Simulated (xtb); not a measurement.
## Geometry relaxation, with input and output: CH₈BNSi (part 3 of 5)

CH₈BNSi, SMILES C[SiH2]BN; GFN2-xTB (xtb 6.7.1). The geometry: force field.

Geometry of the input (Å):
```
C  -1.3415  1.2767  -0.0772
Si -0.1679  0.3163  0.8981
B  1.1140  -0.4598  -0.3141
N  1.3790  -1.9616  -0.3804
H  -1.9010  0.6558  -0.8373
H  -2.1395  1.7833  0.5953
H  -0.8298  2.1322  -0.6260
H  -0.8341  -0.7350  1.6079
H  0.5200  1.2090  1.9091
H  1.8274  0.2463  -0.9386
H  2.0258  -2.1710  -1.0749
H  0.4246  -2.3473  -0.7277
```

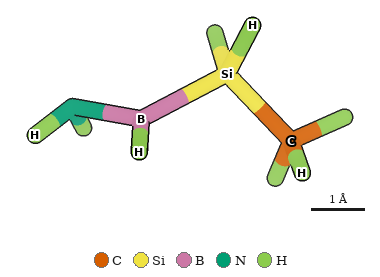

Figure 1. The input geometry (stick view, seen on its broad side).

## The program's output, continued
```
 iter      E             dE          RMSdq      gap      omega  full diag
   1    -12.2663498 -0.122663E+02  0.102E-01    3.83       0.0  T
   2    -12.2663498 -0.663205E-07  0.631E-02    3.83       1.0  T
   3    -12.2663498  0.120117E-07  0.427E-03    3.83       6.8  T
   4    -12.2663499 -0.464282E-07  0.252E-03    3.83      11.4  T
   5    -12.2663499 -0.185825E-08  0.663E-04    3.83      43.5  T
   6    -12.2663499 -0.752792E-09  0.218E-04    3.83     132.2  T
     SCC iter.                  ...        0 min,  0.001 sec
     gradient                   ...        0 min,  0.001 sec
 * total energy  :   -12.1058883 Eh     change       -0.6012220E-05 Eh
   gradient norm :     0.0012847 Eh/α   predicted    -0.3172425E-05 ( -47.23%)
   displ. norm   :     0.0627340 α      lambda       -0.5629979E-05
   maximum displ.:     0.0328139 α      in ANC's #1, #3, #2, ...

........................................................................
.............................. CYCLE   17 ..............................
........................................................................

 iter      E             dE          RMSdq      gap      omega  full diag
   1    -12.2664977 -0.122665E+02  0.598E-02    3.83       0.0  T
   2    -12.2664977 -0.275044E-07  0.367E-02    3.83       1.0  T
   3    -12.2664977 -0.105546E-07  0.209E-03    3.83      13.8  T
   4    -12.2664977 -0.302244E-08  0.124E-03    3.83      23.3  T
   5    -12.2664977 -0.976552E-10  0.404E-04    3.83      71.4  T
   6    -12.2664977 -0.649946E-09  0.180E-04    3.83     160.0  T
     SCC iter.                  ...        0 min,  0.001 sec
     gradient                   ...        0 min,  0.001 sec
 * total energy  :   -12.1058945 Eh     change       -0.6195593E-05 Eh
   gradient norm :     0.0009865 Eh/α   predicted    -0.2818734E-05 ( -54.50%)
   displ. norm   :     0.0698415 α      lambda       -0.5829252E-05
   maximum displ.:     0.0468843 α      in ANC's #1, #3, #4, ...

........................................................................
.............................. CYCLE   18 ..............................
........................................................................

 iter      E             dE          RMSdq      gap      omega  full diag
   1    -12.2665483 -0.122665E+02  0.628E-02    3.83       0.0  T
   2    -12.2665484 -0.348953E-07  0.385E-02    3.83       1.0  T
   3    -12.2665484 -0.159121E-07  0.239E-03    3.83      12.1  T
   4    -12.2665484 -0.267775E-09  0.149E-03    3.83      19.3  T
   5    -12.2665484 -0.127291E-08  0.368E-04    3.83      78.5  T
   6    -12.2665484 -0.375993E-09  0.199E-04    3.83     144.8  T
     SCC iter.                  ...        0 min,  0.001 sec
     gradient                   ...        0 min,  0.001 sec
 * total energy  :   -12.1059002 Eh     change       -0.5724688E-05 Eh
   gradient norm :     0.0004998 Eh/α   predicted    -0.2920759E-05 ( -48.98%)
   displ. norm   :     0.0516316 α      lambda       -0.3825363E-05
   maximum displ.:     0.0449938 α      in ANC's #1, #3, #4, ...

........................................................................
.............................. CYCLE   19 ..............................
........................................................................

 iter      E             dE          RMSdq      gap      omega  full diag
   1    -12.2667360 -0.122667E+02  0.504E-02    3.83       0.0  T
   2    -12.2667360 -0.322983E-07  0.311E-02    3.83       1.0  T
   3    -12.2667361 -0.123090E-07  0.342E-03    3.83       8.4  T
   4    -12.2667361  0.323846E-09  0.193E-03    3.83      14.9  T
   5    -12.2667361 -0.206023E-08  0.791E-04    3.83      36.5  T
   6    -12.2667361 -0.325594E-08  0.192E-04    3.83     150.0  T
     SCC iter.                  ...        0 min,  0.001 sec
     gradient                   ...        0 min,  0.001 sec
 * total energy  :   -12.1059039 Eh     change       -0.3747088E-05 Eh
   gradient norm :     0.0009025 Eh/α   predicted    -0.1916164E-05 ( -48.86%)
   displ. norm   :     0.0962008 α      lambda       -0.5211857E-05
   maximum displ.:     0.0852375 α      in ANC's #1, #3, #4, ...

   *** GEOMETRY OPTIMIZATION CONVERGED AFTER 19 ITERATIONS ***

------------------------------------------------------------------------
 total energy gain   :        -0.0477732 Eh      -29.9782 kcal/mol
 total RMSD          :         0.4244739 a0        0.2246 Å
 total power (kW/mol):        -6.6015051 (step)-1914.1278 (real)
------------------------------------------------------------------------

 ANCopt (total)                0 d,  0 h,  0 min,  0.066 sec
 optimizer setup                ...        0 min,  0.000 sec (  0.146%)
 model hessian                  ...        0 min,  0.001 sec (  1.047%)
 ANC generation                 ...        0 min,  0.000 sec (  0.329%)
 coordinate transformation      ...        0 min,  0.000 sec (  0.169%)
 single point calculation       ...        0 min,  0.061 sec ( 93.522%)
 optimization log               ...        0 min,  0.001 sec (  1.817%)
 hessian update                 ...        0 min,  0.000 sec (  0.167%)
 rational function              ...        0 min,  0.001 sec (  1.978%)

================
 final structure:
================
12
 xtb: 6.7.1 (unknown-commit)
C           -1.39924780014991        1.30065510069910       -0.09573988107076
Si          -0.08765039991819        0.31126363185786        0.88103418588674
B            1.27097081038415       -0.45297585553385       -0.31383773209405
N            1.21128276411983       -1.78325610589372       -0.67858287395512
H           -1.88163429527721        0.68247814244322       -0.84845398983593
H           -2.17476263015716        1.68969902163347        0.55571908853769
H           -0.94803802317541        2.14538470112599       -0.60880433485876
H           -0.86106877290797       -0.69398549469896        1.65055528394117
H            0.41390964514227        1.23506559595247        1.92081791961268
H            2.16191159429466        0.16481974324812       -0.77447064260565
H            1.86705979694988       -2.23084233171899       -1.30057965303727
H            0.50426731069504       -2.42340614911469       -0.35345737052076

 Bond Distances (Angstroems)
 ---------------------------
C1-Si2=1.9114        C1-H5=1.0869         C1-H6=1.0850         C1-H7=1.0865         Si2-C1=1.9114        Si2-B3=1.9641
Si2-H8=1.4835        Si2-H9=1.4786        B3-Si2=1.9641        B3-N4=1.3807         B3-H10=1.1780        N4-B3=1.3807
N4-H11=1.0086        N4-H12=1.0077        H5-C1=1.0869         H6-C1=1.0850         H7-C1=1.0865         H8-Si2=1.4835
H9-Si2=1.4786        H10-B3=1.1780        H11-N4=1.0086        H12-N4=1.0077
 B  H  Rav=1.1780 sigma=0.0000  Rmin=1.1780  Rmax=1.1780     1
 C  H  Rav=1.0861 sigma=0.0008  Rmin=1.0850  Rmax=1.0869     3
 N  H  Rav=1.0081 sigma=0.0005  Rmin=1.0077  Rmax=1.0086     2
 N  B  Rav=1.3807 sigma=0.0000  Rmin=1.3807  Rmax=1.3807     1
 Si H  Rav=1.4810 sigma=0.0025  Rmin=1.4786  Rmax=1.4835     2
 Si B  Rav=1.9641 sigma=0.0000  Rmin=1.9641  Rmax=1.9641     1
 Si C  Rav=1.9114 sigma=0.0000  Rmin=1.9114  Rmax=1.9114     1

 selected bond angles (degree)
 --------------------
H5-C1-Si2=111.35               H6-C1-Si2=111.67               H6-C1-H5=107.61                H7-C1-Si2=111.03
H7-C1-H5=107.43                H7-C1-H6=107.55                B3-Si2-C1=111.42               H8-Si2-C1=104.96
H8-Si2-B3=114.36               H9-Si2-C1=105.59               H9-Si2-B3=115.87               H9-Si2-H8=103.62
N4-B3-Si2=120.38               H10-B3-Si2=123.85              H10-B3-N4=115.77               H11-N4-B3=124.22
H12-N4-B3=123.86               H12-N4-H11=111.92

 selected dihedral angles (degree)
 ---------------------------------
B3-Si2-C1-H5= 57.29           B3-Si2-C1-H6=177.61           B3-Si2-C1-H7=297.64           H8-Si2-C1-H5=292.99
H8-Si2-C1-H6= 53.31           H8-Si2-C1-H7=173.34           H9-Si2-C1-H5=183.87           H9-Si2-C1-H6=304.19
H9-Si2-C1-H7= 64.22           N4-B3-Si2-C1=259.28           N4-B3-Si2-H8= 18.10           N4-B3-Si2-H9=138.55
H10-B3-Si2-C1= 78.38          H10-B3-Si2-H8=197.20          H10-B3-Si2-H9=317.65          H11-N4-B3-Si2=178.85
H11-N4-B3-H10=359.68          H12-N4-B3-Si2=358.87          H12-N4-B3-H10=179.70
           -------------------------------------------------
          |                Final Singlepoint                |
           -------------------------------------------------

          ...................................................
          :                      SETUP                      :
          :.................................................:
          :  # basis functions                  30          :
          :  # atomic orbitals                  29          :
          :  # shells                           17          :
          :  # electrons                        24          :
          :  max. iterations                   250          :
          :  Hamiltonian                  GFN2-xTB          :
          :  restarted?                      false          :
          :  GBSA solvation                  false          :
          :  PC potential                    false          :
          :  electronic temp.          300.0000000     K    :
          :  accuracy                    1.0000000          :
          :  -> integral cutoff          0.2500000E+02      :
          :  -> integral neglect         0.1000000E-07      :
          :  -> SCF convergence          0.1000000E-05 Eh   :
          :  -> wf. convergence          0.1000000E-03 e    :
          :  Broyden damping             0.4000000          :
          :  net charge                          0          :
          :  unpaired electrons                  0          :
          ...................................................

 iter      E             dE          RMSdq      gap      omega  full diag
   1    -12.2667361 -0.122667E+02  0.734E-05    3.83       0.0  T
   2    -12.2667361 -0.102425E-10  0.523E-05    3.83     551.8  T
   3    -12.2667361 -0.455991E-11  0.350E-05    3.83     825.5  T

   *** convergence criteria satisfied after 3 iterations ***

         #    Occupation            Energy/Eh            Energy/eV
      -------------------------------------------------------------
         1        2.0000           -0.6920725             -18.8323
       ...           ...                  ...                  ...
         6        2.0000           -0.4507952             -12.2668
         7        2.0000           -0.4495799             -12.2337
         8        2.0000           -0.4348516             -11.8329
         9        2.0000           -0.4252314             -11.5711
        10        2.0000           -0.3988150             -10.8523
        11        2.0000           -0.3852273             -10.4826
        12        2.0000           -0.3528212              -9.6008 (HOMO)
        13                         -0.2120604              -5.7705 (LUMO)
        14                         -0.1493423              -4.0638
        15                         -0.1258448              -3.4244
        16                         -0.1106229              -3.0102
        17                         -0.0442555              -1.2043
       ...                                ...                  ...
        29                          0.7440652              20.2470
      -------------------------------------------------------------
                  HL-Gap            0.1407608 Eh            3.8303 eV
             Fermi-level           -0.2824408 Eh           -7.6856 eV

 SCC (total)                   0 d,  0 h,  0 min,  0.003 sec
 SCC setup                      ...        0 min,  0.000 sec (  1.951%)
 Dispersion                     ...        0 min,  0.000 sec (  1.847%)
 classical contributions        ...        0 min,  0.000 sec (  0.352%)
 integral evaluation            ...        0 min,  0.001 sec ( 21.294%)
 iterations                     ...        0 min,  0.001 sec ( 25.359%)
 molecular gradient             ...        0 min,  0.001 sec ( 46.434%)
 printout                       ...        0 min,  0.000 sec (  2.248%)

         :::::::::::::::::::::::::::::::::::::::::::::::::::::
         ::                     SUMMARY                     ::
         :::::::::::::::::::::::::::::::::::::::::::::::::::::
         :: total energy             -12.105903948384 Eh    ::
         :: gradient norm              0.000903380881 Eh/a0 ::
         :: HOMO-LUMO gap              3.830296676952 eV    ::
         ::.................................................::
         :: SCC energy               -12.266725925420 Eh    ::
         :: -> isotropic ES            0.037475328250 Eh    ::
         :: -> anisotropic ES          0.006627712023 Eh    ::
         :: -> anisotropic XC          0.005639885032 Eh    ::
         :: -> dispersion             -0.005998600008 Eh    ::
         :: repulsion energy           0.160821977036 Eh    ::
         :: add. restraining           0.000000000000 Eh    ::
         :: total charge              -0.000000000000 e     ::
         :::::::::::::::::::::::::::::::::::::::::::::::::::::

           -------------------------------------------------
          |                Numerical Hessian                |
           -------------------------------------------------
step length          :   0.00500
SCC accuracy         :   0.30000
Hessian scale factor :   1.00000
frozen atoms in %    :   0.00000    0
RMS gradient         :   0.00090
estimated CPU  time      0.00 min

writing file <hessian>, containing the non-mass-weighted Hessian matrix in atomic units (Eₕ/Bohr²).

 projected vibrational frequencies (cm⁻¹)
eigval :       -0.00    -0.00    -0.00    -0.00     0.00     0.00
eigval :       24.95   118.88   148.34   239.25   441.66   495.35
eigval :      582.34   634.49   670.55   684.07   735.53   818.75
eigval :      821.23   831.40   846.58   889.42  1106.88  1367.29
eigval :     1371.07  1500.17  1502.33  1558.59  2092.58  2137.82
eigval :     2574.61  3025.65  3033.17  3048.38  3452.41  3485.80
           -------------------------------------------------
          |                Property Printout                |
           -------------------------------------------------

    * Orbital Energies and Occupations

         #    Occupation            Energy/Eh            Energy/eV
      -------------------------------------------------------------
         1        2.0000           -0.6920725             -18.8323
         2        2.0000           -0.6039934             -16.4355
         3        2.0000           -0.5458267             -14.8527
         4        2.0000           -0.5285927             -14.3837
         5        2.0000           -0.5110592             -13.9066
         6        2.0000           -0.4507952             -12.2668
         7        2.0000           -0.4495799             -12.2337
         8        2.0000           -0.4348515             -11.8329
         9        2.0000           -0.4252314             -11.5711
        10        2.0000           -0.3988150             -10.8523
        11        2.0000           -0.3852273             -10.4826
        12        2.0000           -0.3528211              -9.6008 (HOMO)
        13                         -0.2120602              -5.7705 (LUMO)
        14                         -0.1493425              -4.0638
        15                         -0.1258449              -3.4244
        16                         -0.1106229              -3.0102
        17                         -0.0442556              -1.2043
        18                         -0.0047912              -0.1304
        19                          0.0752808               2.0485
        20                          0.1849772               5.0335
        21                          0.2035049               5.5377
        22                          0.2380025               6.4764
        23                          0.2478983               6.7457
       ...                                ...                  ...
        29                          0.7440652              20.2470
      -------------------------------------------------------------
                  HL-Gap            0.1407609 Eh            3.8303 eV
             Fermi-level           -0.2824407 Eh           -7.6856 eV

     #   Z          covCN         q      C6AA      α(0)
     1   6          3.648    -0.201    24.859     7.164
     2  14          3.639     0.387   100.451    19.222
     3   5          2.714     0.162    18.958     7.300
     4   7          2.564    -0.312    28.048     7.865
     5   1          0.925     0.008     2.918     2.671
     6   1          0.925     0.017     2.776     2.605
     7   1          0.925     0.011     2.882     2.655
     8   1          0.912    -0.133     6.890     4.106
     9   1          0.914    -0.126     6.573     4.010
    10   1          0.936    -0.121     6.373     3.947
    11   1          0.860     0.155     1.368     1.832
    12   1          0.860     0.154     1.377     1.838

 Mol. C6AA /au·bohr⁶  :       1563.344172
 Mol. C8AA /au·bohr⁸  :      46190.669933
 Mol. α(0) /au        :         65.215235

Wiberg/Mayer (AO) data.
largest (>0.10) Wiberg bond orders for each atom
```
